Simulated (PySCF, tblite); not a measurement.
# C₆H₉F: circular dichroism and optical rotation, excited states

What do calculations give for the circular dichroism and optical rotation, excited states of C₆H₉F (`CC(C)=C=C(C)F`)?

Computed with tblite 0.8.0 and PySCF 2.14.0 and routines of our own; the level stands in each step. Atoms count from 0.

### 1 The starting structure

16 atoms, charge 0, multiplicity 1; geometry from: force field or distance geometry start.

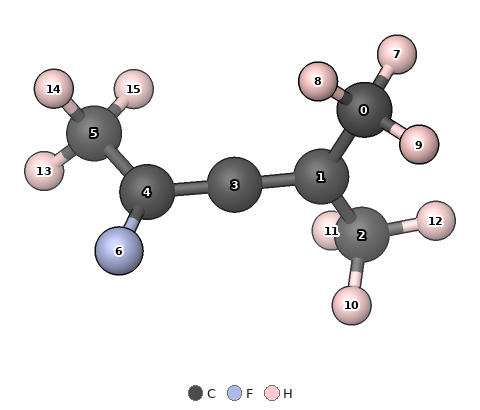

The starting geometry (carbon dark grey, fluorine light blue, hydrogen pink).

### 2 Optimising the geometry with GFN2-xTB

The job: settings as JSON, then the geometry in Å.

```
{"job": {"kind": "relax", "xc": "GFN2-xTB", "basis": "xTB"}, "charge": 0, "multiplicity": 1}
C     -1.597700     1.262200     0.301500
C     -0.961200    -0.035700     0.208200
C     -1.502500    -1.346600     0.584600
C      0.264800    -0.037500    -0.242600
C      1.506900    -0.048500    -0.661900
C      2.524800     0.100900     0.370400
F      1.667700    -0.176800    -1.971000
H     -1.883700     1.568700     1.319700
H     -0.984500     2.057600    -0.154700
H     -2.550100     1.212200    -0.288700
H     -1.547600    -1.931800    -0.385500
H     -0.897700    -1.928000     1.310300
H     -2.551200    -1.205100     0.960100
H      3.282400    -0.733700     0.369700
H      3.091000     1.041900     0.137900
H      2.131200     0.209100     1.398100
```

Started as:

```
$ OMP_NUM_THREADS=1 python excited_run.py task.json out
```

This one command runs all jobs of the session in turn.

Standard output:

```text
step      E/eV     max force
  0    -600.90210    3.419
  1    -601.21830    2.239
  2    -601.28597    1.808
  3    -601.32754    1.940
  4    -601.38194    0.871
  5    -601.44525    0.701
  6    -601.46437    0.561
  7    -601.49158    0.390
  8    -601.51126    0.324
  9    -601.52647    0.302
 10    -601.53584    0.261
 11    -601.54645    0.246
 12    -601.55782    0.334
 13    -601.56863    0.326
 14    -601.57607    0.228
 15    -601.58106    0.169
 16    -601.58536    0.237
 17    -601.58891    0.220
 18    -601.59121    0.127
 19    -601.59278    0.090
 20    -601.59428    0.133
 21    -601.59593    0.155
 22    -601.59740    0.105
 23    -601.59842    0.063
 24    -601.59917    0.064
 25    -601.59987    0.089
 26    -601.60058    0.075
 27    -601.60128    0.062
 28    -601.60197    0.059
 29    -601.60265    0.078
 30    -601.60328    0.069
 31    -601.60391    0.059
 32    -601.60462    0.078
 33    -601.60550    0.096
 34    -601.60649    0.114
 35    -601.60741    0.085
 36    -601.60815    0.067
 37    -601.60876    0.064
 38    -601.60932    0.055
 39    -601.60987    0.053
 40    -601.61042    0.065
 41    -601.61102    0.071
 42    -601.61168    0.071
 43    -601.61228    0.062
 44    -601.61266    0.036
 45    -601.61287    0.029
 46    -601.61300    0.028
 47    -601.61312    0.025
 48    -601.61324    0.023
 49    -601.61332    0.020
 50    -601.61337    0.018
 51    -601.61341    0.016
 52    -601.61346    0.019
 53    -601.61356    0.038
 54    -601.61376    0.060
 55    -601.61411    0.073
 56    -601.61467    0.086
 57    -601.61545    0.115
 58    -601.61657    0.131
 59    -601.61813    0.144
 60    -601.62000    0.175
 61    -601.62149    0.127
 62    -601.60731    0.594
 63    -601.62256    0.052
 64    -601.62299    0.047
 65    -601.62395    0.149
 66    -601.62462    0.061
 67    -601.62524    0.047
 68    -601.62687    0.156
 69    -601.62789    0.077
 70    -601.62890    0.079
 71    -601.60967    0.669
 72    -601.63013    0.077
 73    -601.63089    0.068
 74    -601.61765    0.582
 75    -601.63233    0.070
 76    -601.63342    0.058
 77    -601.61802    0.644
 78    -601.63504    0.052
 79    -601.63626    0.053
 80    -601.62096    0.676
 81    -601.63830    0.052
 82    -601.63968    0.055
 83    -601.63049    0.597
 84    -601.64234    0.056
 85    -601.64376    0.069
 86    -601.64473    0.314
 87    -601.64711    0.092
 88    -601.64804    0.076
 89    -601.64991    0.053
 90    -601.65013    0.028
 91    -601.65024    0.028
 92    -601.65035    0.028
 93    -601.65046    0.024
 94    -601.65059    0.029
 95    -601.65075    0.037
 96    -601.65090    0.037
 97    -601.65112    0.036
 98    -601.65132    0.033
 99    -601.65150    0.031
100    -601.65170    0.031
101    -601.65192    0.029
102    -601.65210    0.033
103    -601.65230    0.032
104    -601.65250    0.038
105    -601.65272    0.045
106    -601.65292    0.037
107    -601.65313    0.043
108    -601.65327    0.071
109    -601.65337    0.025
110    -601.65342    0.014
111    -601.65344    0.014
112    -601.65345    0.019
113    -601.65347    0.011
114    -601.65349    0.021
115    -601.65352    0.018
116    -601.65359    0.016
117    -601.65365    0.017
118    -601.65385    0.030
119    -601.65403    0.038
120    -601.65422    0.031
121    -601.65437    0.023
122    -601.65448    0.022
123    -601.65456    0.023
124    -601.65461    0.023
125    -601.65466    0.023
126    -601.65471    0.017
127    -601.65475    0.010
128    -601.65476    0.008
```

It took 0.7 s on 1 thread of AMD EPYC 7B13, shared host; peak memory 0.18 GiB.

Step by step: (not every step is listed) (the energy doesn't fall at every step)

```csv
step,energy from step 0 (eV),largest force (eV/Å)
0,0.0000,3.4194
1,-0.3162,2.2390
2,-0.3839,1.8084
3,-0.4254,1.9403
4,-0.4798,0.8707
5,-0.5431,0.7008
6,-0.5623,0.5607
7,-0.5895,0.3902
8,-0.6092,0.3236
19,-0.6907,0.0899
30,-0.7012,0.0692
41,-0.7089,0.0708
52,-0.7114,0.0193
63,-0.7205,0.0516
74,-0.7156,0.5819
85,-0.7417,0.0685
96,-0.7488,0.0366
107,-0.7510,0.0433
118,-0.7518,0.0303
123,-0.7525,0.0232
124,-0.7525,0.0234
125,-0.7526,0.0225
126,-0.7526,0.0171
127,-0.7527,0.0101
128,-0.7527,0.0077
```

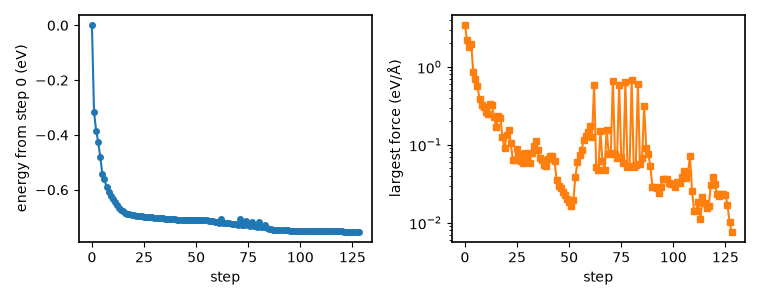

Energy and largest force along the relaxation.

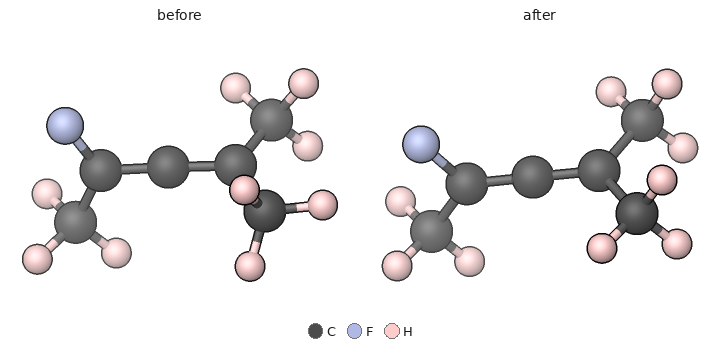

The geometry before (left) and after (right).

Close pairs (by a distance rule), those that changed most:

```csv
bond,before (Å),after (Å),change (Å)
C0–C1,1.449,1.502,+0.053
C4–F6,1.325,1.371,+0.046
C2–H10,1.134,1.089,-0.045
C5–H13,1.127,1.090,-0.038
C4–C5,1.457,1.493,+0.036
C1–C2,1.467,1.502,+0.035
C2–H12,1.123,1.090,-0.033
C5–H14,1.123,1.090,-0.033
```

The next job starts from the end point, and lists it.

### 3 Harmonic vibrations with GFN2-xTB

The job: settings as JSON, then the geometry in Å.

```
{"job": {"kind": "ir", "xc": "GFN2-xTB", "basis": "xTB"}, "charge": 0, "multiplicity": 1}
C     -1.766665     1.199367     0.169827
C     -0.933823    -0.050539     0.159828
C     -1.638868    -1.310339     0.574392
C      0.325169    -0.040925    -0.171114
C      1.581081    -0.034303    -0.498374
C      2.754099     0.166836     0.403250
F      1.949798    -0.226580    -1.804794
H     -2.162971     1.374437     1.169683
H     -1.180872     2.062315    -0.134725
H     -2.610004     1.085991    -0.510479
H     -2.484850    -1.494965    -0.086542
H     -0.968338    -2.164543     0.536649
H     -2.021551    -1.204742     1.589124
H      3.407358    -0.703967     0.356542
H      3.325352     1.035968     0.078225
H      2.417486     0.314934     1.424581
```

Standard output:

```text
mode    cm-1     km/mol
  1     104.0      1.28
  2     105.5      0.25
  3     112.3      0.01
  4     130.0      0.01
  5     143.7      2.25
  6     155.7      0.45
  7     289.1      1.80
  8     377.8      0.17
  9     396.2      3.93
 10     403.4      1.08
 11     516.3      1.67
 12     543.6      8.56
 13     684.3     10.92
 14     892.0     79.43
 15     964.4      0.75
 16     972.2      0.37
 17     987.8      7.52
 18    1024.6     10.03
 19    1064.9     20.31
 20    1089.9    124.40
 21    1136.3    110.58
 22    1210.2     18.45
 23    1386.5      9.26
 24    1388.9      5.67
 25    1399.5      1.31
 26    1449.0      9.87
 27    1457.5      3.85
 28    1471.9      0.14
 29    1472.1      1.58
 30    1473.9      6.50
 31    1482.1      9.65
 32    1511.0     15.55
 33    2081.8     51.05
 34    3001.6      1.04
 35    3004.8     52.11
 36    3005.5     16.17
 37    3013.2      1.73
 38    3018.8     55.59
 39    3019.2     25.53
 40    3052.9     35.85
 41    3053.9     12.99
 42    3065.4     18.66
```

Wall time 0.42 s (1 thread of AMD EPYC 7B13, shared host); peak memory 0.18 GiB.

The strongest bands and the atoms that carry them (share of the mass-weighted mode):

```csv
cm⁻¹,km/mol,atoms
892,79.4,"F6 21 %, C0 13 %, C2 13 %, H15 11 %"
1090,124.4,"H11 11 %, H8 11 %"
1136,110.6,"C4 61 %, C5 15 %, H15 13 %"
2082,51.0,"C3 64 %, C4 18 %, C1 17 %"
3005,52.1,"H12 40 %, H7 21 %, H10 18 %, H9 12 %"
3019,55.6,"H10 37 %, H9 26 %, H12 18 %, H7 15 %"
3019,25.5,"H13 50 %, H14 46 %"
3053,35.9,"H11 70 %, H8 23 %"
```

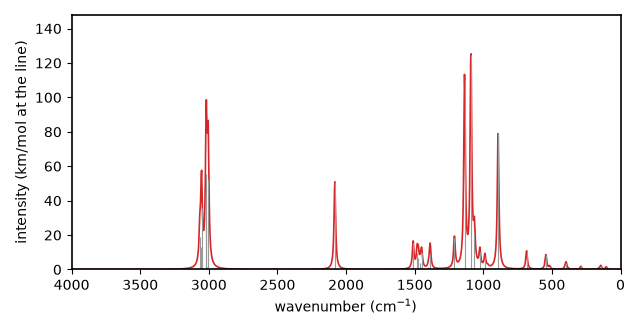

The infrared spectrum from these modes, unscaled. Lines are broadened to a width of 14 cm⁻¹ (Lorentzian).

### 4 Circular dichroism and optical rotation: TDDFT CAM-B3LYP/def2-SVPD

The job, as its differences from that of step 3:

```diff
@@ -1,2 +1,2 @@
-{"job": {"kind": "ir", "xc": "GFN2-xTB", "basis": "xTB"}, "charge": 0, "multiplicity": 1}
+{"job": {"kind": "ecd", "xc": "CAM-B3LYP", "basis": "def2-SVPD", "nstates": 16}, "charge": 0, "multiplicity": 1}
 C     -1.766665     1.199367     0.169827
```

Level: TDDFT CAM-B3LYP/def2-SVPD circular dichroism and optical rotation, one conformer, gas phase.

Standard output:

```text
coarse grid: 13184 points
cycle   1  E = -333.3298338080  dE =  9.250e-01  |g| = 5.078e-01  |ddm| = 1.019e+01
cycle   2  E = -333.3298849650  dE = -5.116e-05  |g| = 5.745e-01  |ddm| = 1.627e+00
cycle   3  E = -333.3868725576  dE = -5.699e-02  |g| = 5.892e-02  |ddm| = 8.347e-01
cycle   4  E = -333.3874686555  dE = -5.961e-04  |g| = 2.870e-02  |ddm| = 1.619e-01
cycle   5  E = -333.3876543954  dE = -1.857e-04  |g| = 7.889e-03  |ddm| = 7.157e-02
cycle   6  E = -333.3876667944  dE = -1.240e-05  |g| = 2.194e-03  |ddm| = 2.431e-02
cycle   7  E = -333.3876681555  dE = -1.361e-06  |g| = 6.501e-04  |ddm| = 6.419e-03
final grid: 127200 points
cycle   8  E = -333.4506223235  dE = -3.744e-05  |g| = 4.679e-03  |ddm| = 1.462e-01
cycle   9  E = -333.4506216883  dE =  6.352e-07  |g| = 5.341e-03  |ddm| = 1.871e-02
cycle  10  E = -333.4506270091  dE = -5.321e-06  |g| = 5.759e-04  |ddm| = 7.547e-03
cycle  11  E = -333.4506270698  dE = -6.071e-08  |g| = 1.422e-04  |ddm| = 1.731e-03
cycle  12  E = -333.4506270742  dE = -4.453e-09  |g| = 4.561e-05  |ddm| = 3.805e-04
cycle  13  E = -333.4506270748  dE = -5.593e-10  |g| = 1.220e-05  |ddm| = 1.424e-04
converged SCF energy = -333.4506270748

Singlet excitations and rotatory strengths (1e-40 esu^2 cm^2)
state   eV       nm     f(len)   f(vel)    R(len)    R(vel)   main configurations
  1   5.2899   234.4  0.00095  0.00068     0.100     0.112   H->L 0.63, H->L+1 0.32
  2   6.6093   187.6  0.00567  0.00634     0.147     0.163   H-1->L+2 0.37, H->L+1 0.24, H->L 0.17
  3   6.6470   186.5  0.00875  0.01028     0.271     0.258   H-1->L+2 0.36, H->L+1 0.32, H->L 0.12
  4   6.9875   177.4  0.03733  0.03777    -0.767    -0.754   H-1->L 0.79, H-1->L+1 0.09
  5   7.0797   175.1  0.05126  0.05067     0.132     0.135   H-1->L+1 0.73, H->L+2 0.19
  6   7.6384   162.3  1.32923  1.30032     0.733     0.730   H->L+2 0.66, H-1->L 0.14, H-1->L+1 0.13
  7   7.6630   161.8  0.01453  0.01514    -0.624    -0.615   H->L+3 0.86
  8   8.1244   152.6  0.03944  0.04107    -0.160    -0.146   H-1->L+3 0.91
  9   8.3270   148.9  0.01020  0.01257     0.136     0.141   H->L+5 0.68, H->L+6 0.23
 10   8.4524   146.7  0.14666  0.14441     0.833     0.823   H->L+4 0.81, H->L+9 0.08
 11   8.4840   146.1  0.00006  0.00006    -1.175    -1.167   H-1->L+4 0.71, H-1->L+2 0.25
 12   8.6245   143.8  0.00001  0.00000    -0.055    -0.062   H->L+6 0.66, H->L+5 0.21
 13   8.8135   140.7  0.00467  0.00596    -0.226    -0.241   H-1->L+6 0.75, H-1->L+7 0.09, H-1->L+5 0.08
 14   8.9872   138.0  0.02851  0.02976     0.110     0.105   H->L+7 0.89
 15   9.0863   136.5  0.02239  0.02549     0.205     0.219   H-1->L+5 0.66, H-1->L+6 0.12
 16   9.1014   136.2  0.00008  0.00004     0.423     0.414   H-2->L 0.55, H-2->L+1 0.35

Specific rotation (deg / (dm g/mL))
    nm     length   length(OI)   velocity    alpha(len)  alpha(vel)
  633.0       0.09       0.12       0.45       81.224     80.698
  589.3       0.13       0.17       0.56       81.613     81.083
  546.0       0.19       0.23       0.70       82.102     81.569
  436.0       0.61       0.69       1.51       84.175     83.623
  405.0       0.92       1.01       2.01       85.143     84.583
  365.0       1.69       1.81       3.17       86.867     86.292
  355.0       2.01       2.14       3.62       87.417     86.836
```

It took 69 s on 1 thread of AMD EPYC 7B13, shared host; peak memory 0.99 GiB.

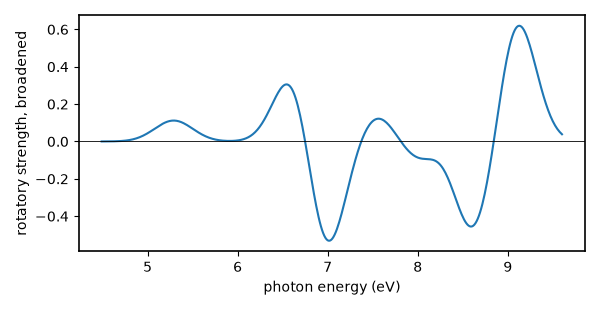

Circular dichroism: velocity-form rotatory strengths under Gaussians of 0.3 eV half-width at 1/e.

### 5 Excited states: TDA BHandHLYP/def2-SVPD

The job, as its differences from that of step 4:

```diff
@@ -1,2 +1,2 @@
-{"job": {"kind": "ecd", "xc": "CAM-B3LYP", "basis": "def2-SVPD", "nstates": 16}, "charge": 0, "multiplicity": 1}
+{"job": {"kind": "states", "xc": "BHandHLYP", "basis": "def2-SVPD", "tda": true, "soc": true, "nstates": 8, "ntriplets": 6, "nquad": 4}, "charge": 0, "multiplicity": 1}
 C     -1.766665     1.199367     0.169827
```

With the program's defaults for keys left out, this is: TDA BHandHLYP/def2-SVPD excited states, vertical, gas phase, spin-orbit mean-field couplings.

Standard output:

```text
coarse grid: 13184 points
cycle   1  E = -333.3215658936  dE =  9.523e-01  |g| = 4.986e-01  |ddm| = 8.893e+00
cycle   2  E = -333.3374374355  dE = -1.587e-02  |g| = 4.905e-01  |ddm| = 1.587e+00
cycle   3  E = -333.3797698022  dE = -4.233e-02  |g| = 5.723e-02  |ddm| = 7.885e-01
cycle   4  E = -333.3803690059  dE = -5.992e-04  |g| = 2.803e-02  |ddm| = 1.574e-01
cycle   5  E = -333.3805596309  dE = -1.906e-04  |g| = 6.715e-03  |ddm| = 6.952e-02
cycle   6  E = -333.3805692825  dE = -9.652e-06  |g| = 2.133e-03  |ddm| = 1.837e-02
final grid: 127200 points
cycle   7  E = -333.4214663810  dE = -2.165e-05  |g| = 3.190e-03  |ddm| = 1.352e-01
cycle   8  E = -333.4214658190  dE =  5.620e-07  |g| = 3.665e-03  |ddm| = 1.572e-02
cycle   9  E = -333.4214686942  dE = -2.875e-06  |g| = 3.230e-04  |ddm| = 6.185e-03
cycle  10  E = -333.4214687173  dE = -2.309e-08  |g| = 1.174e-04  |ddm| = 1.227e-03
cycle  11  E = -333.4214687210  dE = -3.743e-09  |g| = 4.026e-05  |ddm| = 3.963e-04
cycle  12  E = -333.4214687214  dE = -3.804e-10  |g| = 7.791e-06  |ddm| = 7.079e-05
converged SCF energy = -333.4214687214

Singlet excitations
state   eV       nm        f     d(h-e)  d(exc)  Lambda  PR(NTO)  |dmu|/D   mu/D   main configurations
  1   5.4540   227.3   0.00144   0.940   2.641   0.508   1.022    2.685    2.327   H->L+1 0.90
  2   6.7394   184.0   0.00040   0.893   2.729   0.407   1.137    2.618    4.464   H-1->L+3 0.60, H-1->L+4 0.30
  3   6.8289   181.6   0.01956   0.634   3.595   0.313   1.123    1.805    1.738   H->L 0.79
  4   7.1624   173.1   0.00565   0.424   3.573   0.348   1.012    2.219    1.176   H-1->L 0.95
  5   7.4922   165.5   0.08505   0.106   3.112   0.722   1.928                     H-1->L+1 0.62, H->L+3 0.32
  6   7.7913   159.1   0.01345   0.973   4.396   0.279   1.011                     H->L+2 0.88
  7   8.0618   153.8   1.59356   0.594   3.364   0.660   1.998                     H->L+3 0.61, H-1->L+1 0.31
  8   8.2220   150.8   0.04011   0.726   4.243   0.262   1.011                     H-1->L+2 0.93

Triplet excitations (Tamm-Dancoff)
state   eV     d(h-e)  d(exc)  Lambda  PR(NTO)   main configurations
  1   4.3468   0.018   2.216   0.737   1.202   H-1->L+1 0.79
  2   4.7258   0.079   2.207   0.637   1.202   H->L+3 0.48, H->L+4 0.36
  3   5.0297   0.913   2.603   0.506   1.012   H->L+1 0.89
  4   6.3431   0.981   2.616   0.413   1.016   H-1->L+3 0.59, H-1->L+4 0.36
  5   6.6934   0.572   3.525   0.307   1.012   H->L 0.80, H->L+2 0.09
  6   7.0347   0.481   3.494   0.352   1.013   H-1->L 0.91
S1 - T1 = 1.1073 eV

Spin-orbit couplings |<S|Hso|T>| (cm-1)
             T1       T2       T3       T4       T5       T6
S0        1.052    0.433   10.254   12.295    1.755    1.159
S1        5.382    7.743    0.177    0.053    0.783    0.304
S2        6.684    5.128    0.102    0.045    0.136    2.076
S3        1.291    2.239    0.742    0.069    0.017    3.562
S4        1.107    0.383    0.755    0.328    3.932    0.092
S5        0.387    0.141    4.541    7.231    1.049    0.856
S6        0.505    1.583    3.024    0.091    0.180    1.361
S7        0.227    0.062    2.323    3.566    1.687    0.725
S8        1.375    0.449    0.431    2.196    1.513    0.043
T1 sublevels (cm-1): 0.000 0.003 0.008   radiative rates (1/s): 0.115 0.0353 0.0165
```

Run time: 27 s. Hardware: 1 thread of AMD EPYC 7B13, shared host; peak memory 0.87 GiB.

From this job:

```csv
quantity,value
S1 less T1,1.11 eV
```

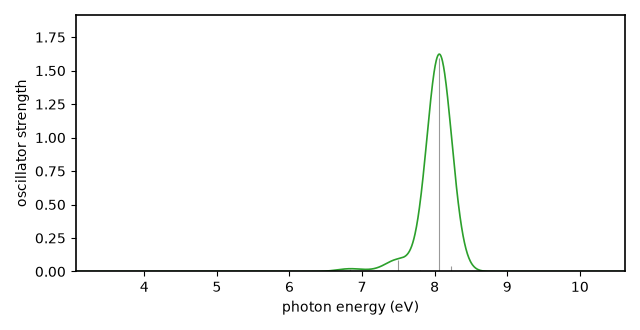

Absorption lines of the singlets. Lines are broadened to a width of 0.40 eV (Gaussian).

### 6 Summary of results

| quantity | value |
| --- | --- |
| strongest single infrared mode (GFN2-xTB) | 1090 cm⁻¹, 124 km/mol |
| zero-point energy (GFN2-xTB) | 81.6 kcal/mol |
| state of largest rotatory strength (velocity form) among 16 (step 4, TDDFT CAM-B3LYP/def2-SVPD) | 8.48 eV, R = -1.2 (velocity), -1.2 (length) ·10⁻⁴⁰ esu² cm² |
| specific rotation at 633.0 nm (step 4, TDDFT CAM-B3LYP/def2-SVPD) | 0.5 (velocity), 0.1 (length) |
| S1 less T1 (step 5, TDA BHandHLYP/def2-SVPD) | 1.11 eV |

**Reading.** All 42 modes are real, so the xTB geometry is a minimum. The strongest single mode, at 1090 cm⁻¹, is spread over many atoms; the largest shares are those of H11, H8. GFN2-xTB is a fitted tight-binding method: band positions and strengths are rough. Its intensities can rank the bands wrongly. The geometry is achiral, so these rotations and rotatory strengths are numerical residue. The length form depends on the origin in a finite basis. In step 5, the number of triplets below S1 is 3, and the largest singlet-triplet spin-orbit coupling is S0–T4, 12.29 cm⁻¹.
